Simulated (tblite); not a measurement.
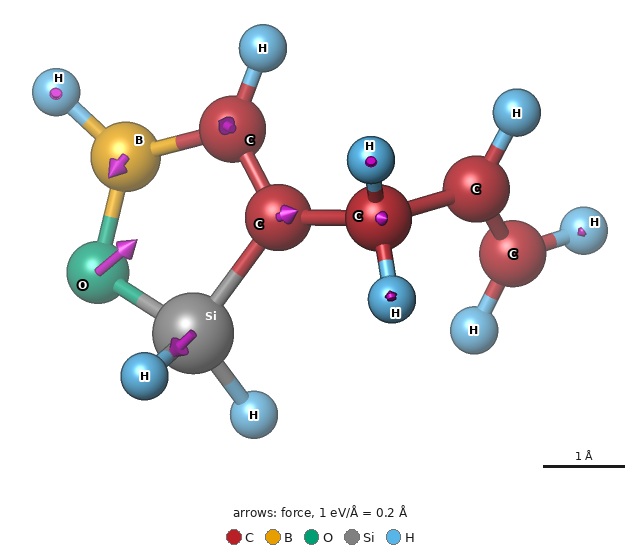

Starting geometry of C5H9BOSi with the computed forces as purple arrows. The picture is a ball-and-stick view, seen face on.

Computed with GFN2-xTB geometry optimisation, gas phase in tblite 0.8.0. 

Question: What follows when this structure is relaxed?

Answer: It isn't relaxed: the largest force vector, on the O atom, is 3.59 eV/Å. The final displacements have little in common with the starting forces (cosine between the two patterns 0.10). Over 168 geometry steps the energy falls by 75.3 kJ/mol. The atom that moves furthest after the best rigid fit is an H atom (1.60 Å). Largest moves by element: H 1.60 Å, C 0.75 Å, B 0.57 Å, Si 0.54 Å, O 0.26 Å. Some distances before and after: B–O 1.480 → 1.355 Å, C–Si 1.820 → 1.897 Å, O–Si 1.722 → 1.652 Å, C–H 1.115 → 1.093 Å. Among the angles between lasting bonds that change: B–O–Si 102.5° → 115.3°, C–B–H 118.3° → 128.4°, C–Si–O 99.7° → 92.7°. Groups turn about C–C by about 50°, C–C by about 45°, B–O by about 20°. Cost: 1 s on 1 thread of Arm Neoverse V2, on a shared host.
